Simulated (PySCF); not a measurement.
# Run report: SnCl2F2, energy and gradient calculation

SnCl2F2, computed with TPSSh/3-21G, RKS (PySCF 2.14.0).

The geometry comes from this level: PBE0-D4/def2-TZVP.

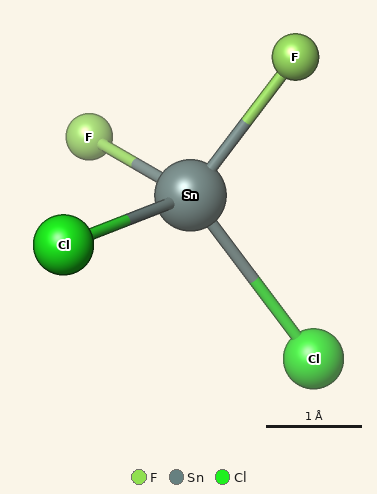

Fig. 1: The input geometry (ball-and-stick view, seen at a tilt). Sticks mark near contacts. Bond lengths as drawn: Cl–Sn 2.27 Å and F–Sn 1.89 Å.

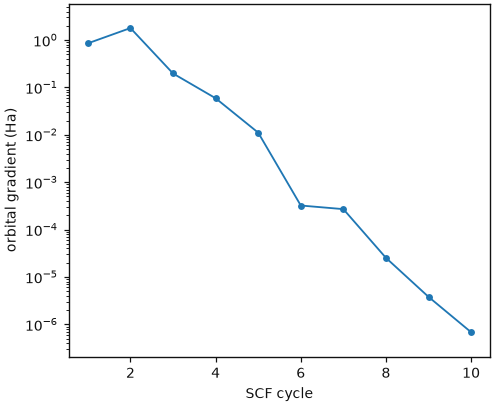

Fig. 2: Convergence of the self-consistent field: orbital gradient against the SCF cycle. The residual comes down, with one marked jump up, by a factor of about 2, at step 2.

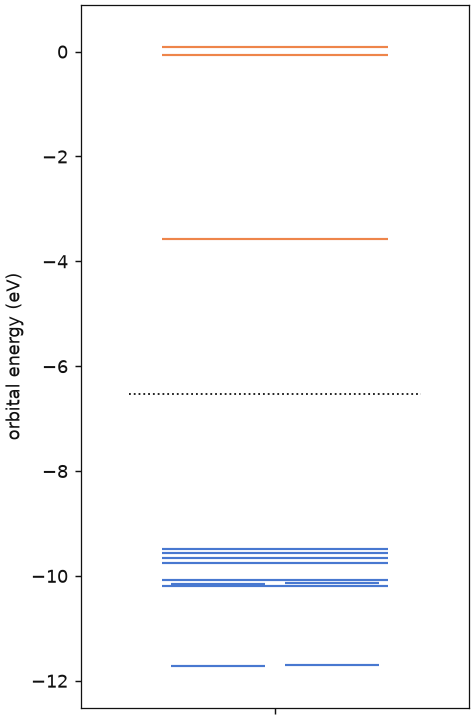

Fig. 3: Orbital energies near the frontier; the dotted line parts filled from empty levels, and levels within 0.02 eV of each other stand side by side. Highest filled −9.48 eV, lowest empty −3.58 eV, 5.90 eV apart.

These pictures come from the run below.

**The input (input.py)**
```python
# [F][Sn]([F])([Cl])[Cl]
from pyscf import gto, dft

mol = gto.Mole()
mol.atom = '''
F       -0.136000      -0.318500       1.871500
Sn       0.031600      -0.036600       0.013600
F        1.509000      -1.080200      -0.523100
Cl      -1.837700      -0.793000      -1.030000
Cl       0.483000       2.154700      -0.373400
'''
mol.verbose = 4
mol.basis = '3-21g'
mol.max_memory = 1860
mol.spin = 0
mol.build()

myscf = dft.RKS(mol)
myscf.xc = 'tpssh'
myscf.grids.level = 5
myscf.conv_tol = 1e-10
myscf.kernel()
if not myscf.converged:
    myscf = myscf.newton().run(myscf.mo_coeff, myscf.mo_occ)

etot = myscf.e_tot
print('E = %.10f Eh' % etot)
grad = myscf.nuc_grad_method().kernel()
dip = myscf.dip_moment()
pop, q = myscf.mulliken_pop()
```

Run as:
```bash
OMP_NUM_THREADS=1 python input.py
```

**The program's output**
```
PySCF version 2.14.0

[INPUT] num. atoms = 5
[INPUT] num. electrons = 102
[INPUT] charge = 0
[INPUT] spin (= nelec alpha-beta = 2S) = 0
[INPUT] symmetry False subgroup None
[INPUT] Mole.unit = angstrom
[INPUT] Symbol           X                Y                Z      unit          X                Y                Z       unit  Magmom
[INPUT]  1 F     -0.136000000000  -0.318500000000   1.871500000000 AA   -0.257002752941  -0.601877770674   3.536622442124 Bohr   0.0
[INPUT]  2 Sn     0.031600000000  -0.036600000000   0.013600000000 AA    0.059715345536  -0.069163976159   0.025700275294 Bohr   0.0
[INPUT]  3 F      1.509000000000  -1.080200000000  -0.523100000000 AA    2.851596721969  -2.041282159755  -0.988515735760 Bohr   0.0
[INPUT]  4 Cl    -1.837700000000  -0.793000000000  -1.030000000000 AA   -3.472749699113  -1.498552816780  -1.946417908302 Bohr   0.0
[INPUT]  5 Cl     0.483000000000   2.154700000000  -0.373400000000 AA    0.912737718165   4.071792880600  -0.705623734913 Bohr   0.0

nuclear repulsion = 798.395700138826
number of shells = 37
number of NR pGTOs = 165
number of NR cGTOs = 75
basis = 3-21g
ecp = {}

******** <class 'pyscf.dft.rks.RKS'> ********
method = RKS
initial guess = minao
damping factor = 0
level_shift factor = 0
DIIS = <class 'pyscf.scf.diis.CDIIS'>
diis_start_cycle = 1
diis_space = 8
diis_damp = 0
SCF conv_tol = 1e-10
SCF conv_tol_grad = None
SCF max_cycles = 50
direct_scf = True
direct_scf_tol = 1e-13
XC library pyscf.dft.libxc version 7.0.0
    S. Lehtola, C. Steigemann, M. J.T. Oliveira, and M. A.L. Marques.,  SoftwareX 7, 1–5 (2018)
XC functionals = tpssh
radial grids:
    Treutler-Ahlrichs [JCP 102, 346 (1995); DOI:10.1063/1.469408] (M4) radial grids

becke partition: Becke, JCP 88, 2547 (1988); DOI:10.1063/1.454033
pruning grids: <function nwchem_prune>
grids dens level: 5
symmetrized grids: False
atomic radii adjust function: <function treutler_atomic_radii_adjust>
small_rho_cutoff = 0
Set gradient conv threshold to 1e-05
Initial guess from minao.
tot grids = 220856
init E= -7100.17738991933
  HOMO = -0.399780257398378  LUMO = -0.174272895490462  gap/eV = 6.13637
cycle= 1 E= -7113.1381184685  delta_E=  -13  |g|= 0.852  |ddm|= 2.47
  HOMO = -0.224402099843912  LUMO = -0.119377150910888  gap/eV = 2.85787
cycle= 2 E= -7112.7087725664  delta_E= 0.429  |g|= 1.79  |ddm|= 2.75
  HOMO = -0.326017568330662  LUMO = -0.133027029839166  gap/eV = 5.25154
cycle= 3 E= -7113.27245341111  delta_E= -0.564  |g|= 0.197  |ddm|= 1.95
  HOMO = -0.354366546619281  LUMO = -0.1316588443639  gap/eV = 6.06019
cycle= 4 E= -7113.28442452726  delta_E= -0.012  |g|= 0.0591  |ddm|= 0.364
  HOMO = -0.34926876072331  LUMO = -0.131650068072163  gap/eV = 5.92171
cycle= 5 E= -7113.28538286999  delta_E= -0.000958  |g|= 0.0111  |ddm|= 0.0738
  HOMO = -0.348543462007817  LUMO = -0.131436996741988  gap/eV = 5.90777
cycle= 6 E= -7113.28540960707  delta_E= -2.67e-05  |g|= 0.000322  |ddm|= 0.0133
  HOMO = -0.348564696213103  LUMO = -0.131452554545172  gap/eV = 5.90792
cycle= 7 E= -7113.28540961651  delta_E= -9.44e-09  |g|= 0.00027  |ddm|= 0.000494
  HOMO = -0.348564617041565  LUMO = -0.131449621077552  gap/eV = 5.90800
cycle= 8 E= -7113.28540962883  delta_E= -1.23e-08  |g|= 2.53e-05  |ddm|= 0.000238
  HOMO = -0.348563806242009  LUMO = -0.131445275481919  gap/eV = 5.90810
cycle= 9 E= -7113.28540962896  delta_E= -1.3e-10  |g|= 3.8e-06  |ddm|= 4.15e-05
  HOMO = -0.348564116096274  LUMO = -0.131445890026489  gap/eV = 5.90809
cycle= 10 E= -7113.28540962897  delta_E= -1.82e-11  |g|= 6.82e-07  |ddm|= 7.27e-06
  HOMO = -0.348564134355502  LUMO = -0.131445869538914  gap/eV = 5.90809
Extra cycle  E= -7113.285409629  delta_E= -2.55e-11  |g|= 9.65e-07  |ddm|= 2.41e-06
converged SCF energy = -7113.285409629
E = -7113.2854096290 Eh

******** <class 'pyscf.grad.rks.Gradients'> for <class 'pyscf.dft.rks.RKS'> ********
unit = Eh/Bohr
grid_response = False
--------------- RKS gradients ---------------
         x                y                z
0 F    -0.0008124445     0.0020496454    -0.0063740960
1 Sn    -0.0185710251     0.0187966472    -0.0186534103
2 F    -0.0052815132     0.0041170027     0.0001363601
3 Cl     0.0307670084     0.0109574003     0.0176498956
4 Cl    -0.0061247905    -0.0359155404     0.0072157561
----------------------------------------------
Dipole moment(X, Y, Z, Debye):  0.01775, -0.01786,  0.01860
 ** Mulliken pop  **
pop of  0 F 1s            1.98369
pop of  0 F 2s            0.45129
pop of  0 F 3s            1.53490
pop of  0 F 2px           0.86795
pop of  0 F 2py           0.86456
pop of  0 F 2pz           0.72579
pop of  0 F 3px           1.02846
pop of  0 F 3py           1.02315
pop of  0 F 3pz           0.87289
pop of  1 Sn 1s           1.99989
pop of  1 Sn 2s           1.99982
pop of  1 Sn 3s           1.99570
pop of  1 Sn 4s           1.99833
pop of  1 Sn 5s           0.90950
pop of  1 Sn 6s           0.03262
pop of  1 Sn 2px          1.99940
pop of  1 Sn 2py          1.99940
pop of  1 Sn 2pz          1.99939
pop of  1 Sn 3px          1.99783
pop of  1 Sn 3py          1.99784
pop of  1 Sn 3pz          1.99782
pop of  1 Sn 4px          1.98233
pop of  1 Sn 4py          1.98195
pop of  1 Sn 4pz          1.98290
pop of  1 Sn 5px          0.47122
pop of  1 Sn 5py          0.49080
pop of  1 Sn 5pz          0.44262
pop of  1 Sn 6px          0.08666
pop of  1 Sn 6py          0.08900
pop of  1 Sn 6pz          0.08341
pop of  1 Sn 3dxy         1.99913
pop of  1 Sn 3dyz         1.99963
pop of  1 Sn 3dz^2        1.99881
pop of  1 Sn 3dxz         1.99943
pop of  1 Sn 3dx2-y2      1.99926
pop of  1 Sn 4dxy         1.99730
pop of  1 Sn 4dyz         1.99889
pop of  1 Sn 4dz^2        1.99696
pop of  1 Sn 4dxz         1.99879
pop of  1 Sn 4dx2-y2      1.99828
pop of  2 F 1s            1.98369
pop of  2 F 2s            0.45129
pop of  2 F 3s            1.53490
pop of  2 F 2px           0.77740
pop of  2 F 2py           0.82214
pop of  2 F 2pz           0.85874
pop of  2 F 3px           0.92795
pop of  2 F 3py           0.97606
pop of  2 F 3pz           1.02050
pop of  3 Cl 1s           1.99854
pop of  3 Cl 2s           1.95483
pop of  3 Cl 3s           1.15673
pop of  3 Cl 4s           0.90800
pop of  3 Cl 2px          1.96203
pop of  3 Cl 2py          1.96620
pop of  3 Cl 2pz          1.96565
pop of  3 Cl 3px          0.94701
pop of  3 Cl 3py          1.06126
pop of  3 Cl 3pz          1.04433
pop of  3 Cl 4px          0.72770
pop of  3 Cl 4py          0.85153
pop of  3 Cl 4pz          0.84104
pop of  4 Cl 1s           1.99854
pop of  4 Cl 2s           1.95483
pop of  4 Cl 3s           1.15673
pop of  4 Cl 4s           0.90800
pop of  4 Cl 2px          1.96681
pop of  4 Cl 2py          1.96005
pop of  4 Cl 2pz          1.96702
pop of  4 Cl 3px          1.07721
pop of  4 Cl 3py          0.89389
pop of  4 Cl 3pz          1.08150
pop of  4 Cl 4px          0.87271
pop of  4 Cl 4py          0.66512
pop of  4 Cl 4pz          0.88243
 ** Mulliken atomic charges  **
charge of    0F =     -0.35268
charge of    1Sn =      1.47506
charge of    2F =     -0.35267
charge of    3Cl =     -0.38486
charge of    4Cl =     -0.38485
```

**Summary**

| quantity | value |
| --- | --- |
| outcome | converged |
| total energy | −7113.285410 hartree |
| basis functions | 75 |
| largest force | 1.910 eV/Å |
| HOMO | −9.48 eV |
| LUMO | −3.58 eV |
| dipole moment | 0.03 D |
| hardware | 1 thread of Intel Xeon @ 2.50GHz (Skylake/Cascade Lake), 189 GiB of memory available, shared host |
| wall time | 60 s |
| peak memory | 0.74 GiB |

**Remarks**

The record of the run, not the program, notes: no relativistic term for heavy atoms.
